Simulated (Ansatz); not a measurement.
A series of calculations on C$_{2}$H$_{6}$ClFSi

## 1. Relaxation

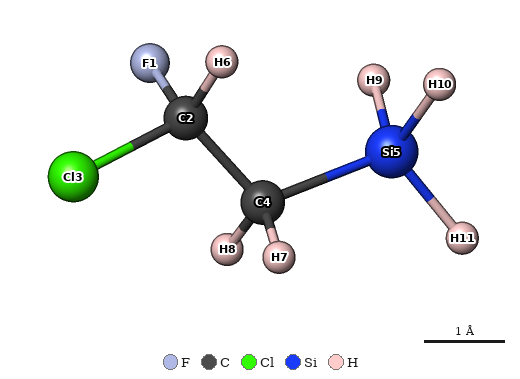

This is the input geometry for a relaxation of C₂H₆ClFSi. Style: ball-and-stick. Shown at a tilt.

The run prepares an end point of a later path (torsion) calculation, from a guessed geometry.

Method: Ansatz, RKS r2SCANh-D4/6-31G.

Input
```yaml
crystal:
  periodic: [false, false, false]
  atoms:
    - { symbol: F, position_ang: [-0.265, -0.0446, 2.0335] }
    - { symbol: C, position_ang: [0.6415, -0.376, 1.1323] }
    - { symbol: Cl, position_ang: [1.3936, -1.8485, 1.7342] }
    - { symbol: C, position_ang: [0.0756, -0.6312, -0.2193] }
    - { symbol: Si, position_ang: [-0.6584, 0.8851, -1.051] }
    - { symbol: H, position_ang: [1.4046, 0.43, 1.0948] }
    - { symbol: H, position_ang: [0.7579, -1.0973, -0.8902] }
    - { symbol: H, position_ang: [-0.7861, -1.3352, -0.1022] }
    - { symbol: H, position_ang: [-1.7377, 1.5249, -0.1846] }
    - { symbol: H, position_ang: [0.4433, 1.8758, -1.1698] }
    - { symbol: H, position_ang: [-1.2039, 0.5601, -2.357] }
basis:
  gaussian: { orbitals: "6-31G" }
hamiltonian:
  xc: r2scanh
  dispersion: d4
relax:
  f_tol: 0.015
  max_steps: 40
```

Launched with:
```bash
ansatz run input.yaml --threads 1 --pin off --max-ram 2048MiB --backend cpu --events-out ev --progress --plain --runs-dir out
```

> What does the optimiser find from here?

The largest move after the best rigid fit is that of F1, 0.39 Å. Largest moves by element: F 0.39 Å, H 0.36 Å, Cl 0.25 Å, C 0.13 Å, Si 0.09 Å. Near-neighbour distances that change, for instance: C2–Cl3 1.760 → 1.885 Å, F1–C2 1.321 → 1.415 Å, C4–Si5 1.879 → 1.934 Å, Si5–H11 1.452 → 1.499 Å. Bond angles that change, for instance: C4–C2–H6 110.8° → 115.5°, Cl3–C2–H6 109.0° → 104.6°, Si5–C4–H8 104.7° → 108.9°. After 9 geometry steps the energy has fallen by 0.535 eV. Largest force component: 3.2 eV/Å at the start, 0.0078 eV/Å at the end.

Final geometry:

```xyz
11

F    -0.1199    0.3088    1.9430
C     0.7392   -0.3743    1.0500
Cl    1.2844   -1.9513    1.9280
C     0.0207   -0.6774   -0.2247
Si   -0.7234    0.9293   -1.0033
H     1.6513    0.2098    0.9455
H     0.7112   -1.1397   -0.9359
H    -0.7898   -1.3873   -0.0341
H    -1.9874    1.3220   -0.3096
H     0.2820    2.0370   -0.8855
H    -1.0030    0.6663   -2.4527
```

After the run, drawn alike:

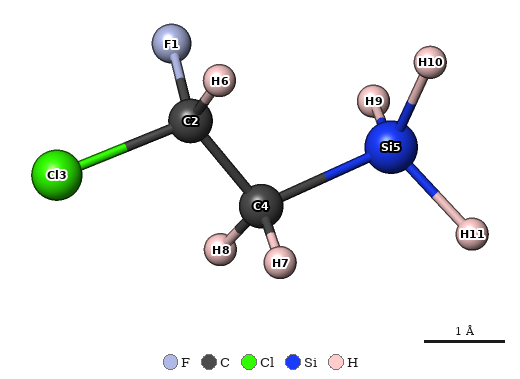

## 2. Relaxation

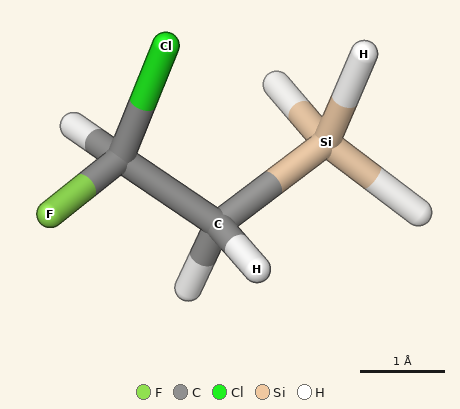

This is the input geometry for a relaxation of C2H6ClFSi. A stick model, seen at a tilt.

The run prepares an end point of a later path (torsion) calculation, from a guessed geometry.

The calculation used RKS r2SCANh-D4/6-31G (Ansatz).

Input
```yaml
crystal:
  periodic: [false, false, false]
  atoms:
    - { symbol: F, position_ang: [-0.265, -0.0446, 2.0335] }
    - { symbol: C, position_ang: [0.6415, -0.376, 1.1323] }
    - { symbol: Cl, position_ang: [1.3936, -1.8485, 1.7342] }
    - { symbol: C, position_ang: [0.0756, -0.6312, -0.2193] }
    - { symbol: Si, position_ang: [1.31725, -1.28519, -1.4684] }
    - { symbol: H, position_ang: [1.4046, 0.43, 1.0948] }
    - { symbol: H, position_ang: [-0.77811, -1.26686, -0.21508] }
    - { symbol: H, position_ang: [-0.26031, 0.34945, -0.64043] }
    - { symbol: H, position_ang: [2.5093, -0.34501, -1.60971] }
    - { symbol: H, position_ang: [1.83835, -2.56286, -0.91581] }
    - { symbol: H, position_ang: [0.70068, -1.49693, -2.76603] }
basis:
  gaussian: { orbitals: "6-31G" }
hamiltonian:
  xc: r2scanh
  dispersion: d4
relax:
  f_tol: 0.015
  max_steps: 40
```

Launched with:
```bash
ansatz run input.yaml --threads 1 --pin off --max-ram 2048MiB --backend cpu --events-out ev --progress --plain --runs-dir out
```

**Predict the outcome.**

The energy falls by 13.1 kcal/mol in 9 geometry steps. The largest force component goes from 3.2 to 0.0044 eV/Å. The largest move after the best rigid fit is that of H10, 0.41 Å. Largest moves by element: H 0.41 Å, Cl 0.25 Å, F 0.24 Å, C 0.09 Å, Si 0.06 Å. Near-neighbour distances that change, for instance: Cl3–Si5 3.253 → 3.490 Å, C2–Cl3 1.760 → 1.883 Å, F1–C2 1.321 → 1.411 Å, C4–Si5 1.879 → 1.927 Å. Bond angles that change, for instance: C4–Si5–H10 106.5° → 111.4°, C4–C2–H6 110.8° → 115.6°, C2–C4–H7 113.8° → 109.3°. Groups turn about C4–Si5 by about 20°.

Final geometry:

```xyz
11

F    -0.3517    0.1757    1.9715
C     0.6596   -0.2921    1.1050
Cl    1.4647   -1.7664    1.9565
C     0.0708   -0.6894   -0.2126
Si    1.3568   -1.3191   -1.5026
H     1.4422    0.4632    1.0620
H    -0.6945   -1.4551   -0.0505
H    -0.4315    0.1942   -0.6263
H     2.5897   -0.4668   -1.4137
H     1.7150   -2.7495   -1.2605
H     0.7565   -1.1724   -2.8687
```

The end point in the same view:

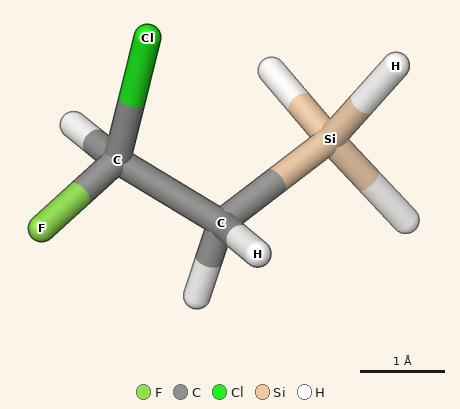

## 3. Path

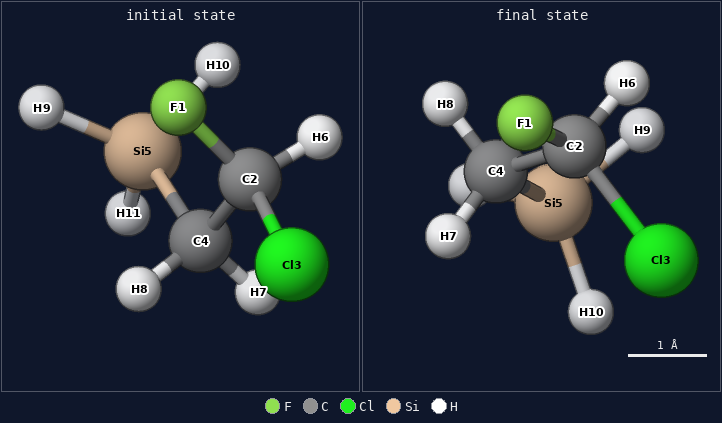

The two relaxed end points of a path for C$_{2}$H$_{6}$ClFSi. Style: ball-and-stick. Shown from a free direction.

Computed with Ansatz 0.2.0, RKS r2SCANh-D4/6-31G.

Set-up: 9 movable images; climbing image; force threshold 0.05 eV/Å; iteration limit 53.

Start:
```xyz
11

F    -0.1186    0.3113    1.9427
C     0.7403   -0.3723    1.0499
Cl    1.2875   -1.9476    1.9296
C     0.0211   -0.6777   -0.2238
Si   -0.7249    0.9273   -1.0040
H     1.6519    0.2124    0.9439
H     0.7114   -1.1404   -0.9349
H    -0.7887   -1.3880   -0.0316
H    -1.9887    1.3200   -0.3098
H     0.2797    2.0360   -0.8885
H    -1.0055    0.6621   -2.4528
```

End:
```xyz
11

F     0.5744   -1.8197    1.8021
C     0.3648   -0.5494    1.2235
Cl    2.0086    0.3654    1.3124
C    -0.0925   -0.6943   -0.1944
Si   -0.4460    0.9740   -1.0921
H    -0.2998    0.0128    1.8770
H     0.6519   -1.2659   -0.7577
H    -1.0178   -1.2841   -0.1812
H    -1.1304    1.9049   -0.1331
H     0.8151    1.6022   -1.5901
H    -1.3629    0.6972   -2.2457
```

**What barrier does the band find between them, and by what path?**

The highest point, image 5, lies 23.0 kJ/mol above the start and 18.4 kJ/mol above the end; the end is at +4.6 kJ/mol relative to the start. The motion is a rotation about the C2–C4 bond by about 125°, with a turn of about 40° about C4–Si5. No bond forms or breaks between the ends. Among the angles between lasting bonds that change up to the highest image: C2–C4–Si5 111.1° → 113.6°, C2–C4–H8 109.8° → 107.3°. The band converged in 9 iterations, with a climbing image at the top. At the top, the vibrational analysis gives one imaginary mode (92i cm⁻¹), as a transition state must have.

Energies of the converged images:

```csv
image,path (Å),E (kJ/mol)
0,0.00,0.0
1,0.56,1.3
2,1.12,4.9
3,1.68,11.9
4,2.24,19.6
5,2.80,23.0
6,3.33,20.0
7,3.87,13.2
8,4.40,7.6
9,4.93,5.3
10,5.47,4.6
```

The geometry at the top of the path:

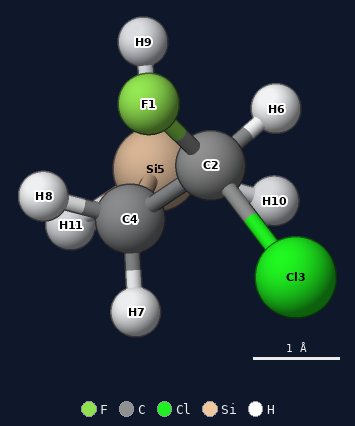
